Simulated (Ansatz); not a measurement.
**UCCSDT(Q)/STO-3G run of CHF2 (difluoromethyl radical)**

Aim: the energy change on altering one bond length of CHF2 (difluoromethyl radical) at UCCSDT(Q)/STO-3G, from 2 runs. 

The calculation is run with Ansatz 0.2.0.

57 further runs of the same task are left out: 10 that didn't finish, 47 set aside as unsound or not needed.

### 1 The structure to begin with

The species is CHF2 (4 atoms), meant as a doublet with charge 0. SMILES: `F[CH]F`. Geometry: relaxed at PBE0-D4/def2-TZVP.

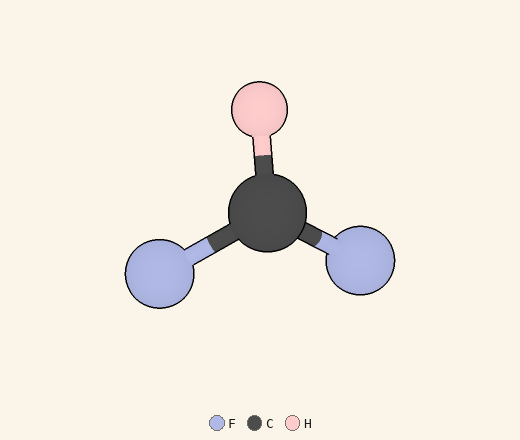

Viewed from a chosen angle; fluorine light blue, carbon dark grey, hydrogen pink.

### 2 A single-point energy at UCCSDT(Q)/STO-3G

in.yaml reads:

```yaml
crystal:
  periodic: [false, false, false]
  atoms:
    - {symbol: F, position_ang: [-1.208200, 0.264600, -0.141700]}
    - {symbol: C, position_ang: [0.038600, 0.063400, 0.244400]}
    - {symbol: F, position_ang: [0.433100, -1.166800, -0.029600]}
    - {symbol: H, position_ang: [0.736500, 0.838700, -0.073100]}
basis:
  gaussian: {orbitals: STO-3G}
scf: {omitted_lower_state_checks: [cluster_reference, increment]}
accuracy: high
correlation: {method: ccsdt_q, frozen_orbitals: {C: 1, F: 1, H: 0}}
magnetization: {spin_polarized: true, initial_magnetization: 1}
```

Run with:

```bash
$ ansatz run in.yaml --threads 1 --pin off --max-ram 2610MiB --events-out events.jsonl --progress --plain --runs-dir runs
```

The program printed:

```text
Warning: RAYON_NUM_THREADS=1 ignored (pool sized by the plan → 1); use --threads N
Functional definition: HF
  name "HF"
  exchange = exact_x
  correlation = 0
these checks for a lower state are left out or cut short: cluster_reference, increment
272 factors; integrals over basis functions are off by at most 5.2e-8 eV
mean field evaluation 1: about -6365.2177 eV, gradient 1.6e1 eV
mean field evaluation 2: about -6365.3532 eV, gradient 1.6e1 eV
mean field evaluation 4: about -6367.4391 eV, gradient 1.8e0 eV
mean field evaluation 8: about -6367.5033 eV, gradient 5.4e-5 eV
mean field -6367.50000588 eV, -234.0013091696 hartree, gradient 2.7e-8 eV, S^2 0.754944; 0 other end points of the search recorded, 0 dependent functions left out
3 core orbitals not correlated: weight in the atoms' cores, before any rotation towards them, 1.000 or more for the frozen orbitals, at most 0.000 for the correlated occupied ones
reference -6367.50000588 eV, -234.0013091696 hartree; 10, 9 occupied and 3, 4 virtual orbitals, 272 factors
second order -1.96117036 eV of doubles, -0.00000000 eV of singles
cycle   1  -2.30652740 eV  change   -3.5e-1 eV  update   7.0e-2
cycle   2  -2.55421157 eV  change   -2.5e-1 eV  update   3.0e-2
cycle   3  -2.66100931 eV  change   -1.1e-1 eV  update   1.8e-2
cycle   4  -2.67447942 eV  change   -1.3e-2 eV  update   5.5e-3
cycle   5  -2.67377408 eV  change    7.1e-4 eV  update   2.7e-3
cycle   6  -2.67300238 eV  change    7.7e-4 eV  update   7.8e-4
cycle   7  -2.67282707 eV  change    1.8e-4 eV  update   3.4e-4
cycle   8  -2.67278996 eV  change    3.7e-5 eV  update   1.5e-4
cycle   9  -2.67286047 eV  change   -7.1e-5 eV  update   6.0e-5
cycle  10  -2.67288347 eV  change   -2.3e-5 eV  update   2.7e-5
cycle  11  -2.67288269 eV  change    7.9e-7 eV  update   1.3e-5
cycle  12  -2.67288502 eV  change   -2.3e-6 eV  update   4.3e-6
cycle  13  -2.67288293 eV  change    2.1e-6 eV  update   1.7e-6
cycle  14  -2.67288318 eV  change   -2.5e-7 eV  update   7.1e-7
cycle  15  -2.67288391 eV  change   -7.4e-7 eV  update   3.6e-7
cycle  16  -2.67288427 eV  change   -3.6e-7 eV  update   1.8e-7
cycle  17  -2.67288440 eV  change   -1.3e-7 eV  update   7.6e-8
cycle  18  -2.67288437 eV  change    3.1e-8 eV  update   4.0e-8
cycle  19  -2.67288437 eV  change   1.5e-10 eV  update   2.0e-8
cycle  20  -2.67288419 eV  change    1.8e-7 eV  update   4.8e-8
cycle  21  -2.67288414 eV  change    4.6e-8 eV  update   1.7e-8
cycle  22  -2.67288413 eV  change    1.3e-8 eV  update   6.6e-9
cycle  23  -2.67288413 eV  change   3.2e-10 eV  update   2.6e-9
cycle  24  -2.67288413 eV  change  -9.0e-10 eV  update   1.1e-9
perturbative correction -0.00103961 eV, -0.0000382048 hartree
Total energy: -6370.17392962 eV, -234.0995740545 hartree
Checks for a lower state left out: cluster_reference, increment
```

Run time: 1.2 s. Hardware: 1 thread of Arm Neoverse V1, shared host; peak memory 0.11 GiB.

### 3 The distorted shape

in.yaml reads:

```yaml
crystal:
  periodic: [false, false, false]
  atoms:
    - {symbol: F, position_ang: [-1.306824, 0.572146, -0.073201]}
    - {symbol: C, position_ang: [-0.060024, 0.370946, 0.312899]}
    - {symbol: F, position_ang: [0.433100, -1.166800, -0.029600]}
    - {symbol: H, position_ang: [0.637876, 1.146246, -0.004601]}
basis:
  gaussian:
    orbitals: STO-3G
accuracy: high
correlation:
  method: ccsdt_q
  frozen_orbitals: {C: 1, F: 1, H: 0}
scf:
  omitted_lower_state_checks: [cluster_reference, increment]
magnetization:
  spin_polarized: true
  initial_magnetization: 1
```

Run with:

```bash
$ ansatz run in.yaml --threads 1 --pin off --max-ram 2610MiB --events-out events.jsonl --progress --plain --runs-dir runs
```

The program printed:

```text
Warning: RAYON_NUM_THREADS=1 ignored (pool sized by the plan → 1); use --threads N
[... 12 lines left out ...]
3 core orbitals not correlated: weight in the atoms' cores, before any rotation towards them, 1.000 or more for the frozen orbitals, at most 0.000 for the correlated occupied ones
[... 40 lines left out ...]
Total energy: -6369.30513174 eV, -234.0676463214 hartree
Checks for a lower state left out: cluster_reference, increment
```

Wall time 1.4 s (1 thread of Arm Neoverse V1, shared host); peak memory 0.11 GiB.

### 4 What came out

Level: UCCSDT(Q)/STO-3G, 3 core orbitals frozen.

| quantity | value |
| --- | --- |
| first shape: total energy | -234.09957 Eh |
| first shape: correlation energy (3 core orbitals frozen) | -98.3 mEh |
| first shape: ⟨S²⟩ of the reference determinant | 0.755 |
| first shape: T1 diagnostic | 0.014 |
| distorted shape: total energy | -234.06765 Eh |
| distorted shape: correlation energy (3 core orbitals frozen) | -122.9 mEh |
| distorted shape: ⟨S²⟩ of the reference determinant | 0.880 |
| distorted shape: T1 diagnostic | 0.034 |
| energy change with the C2–F3 bond stretched from 1.321 to 1.651 Å | 0.869 eV |

What this shows: With the C2–F3 bond stretched from 1.321 to 1.651 Å the energy rises by 0.87 eV (83.8 kJ/mol). The first shape isn't relaxed at this level, so the change isn't measured from a minimum. The minimal basis adds a large error of its own. ⟨S²⟩ (distorted shape) is 0.88 where a pure doublet has 0.75: the reference is spin-contaminated.
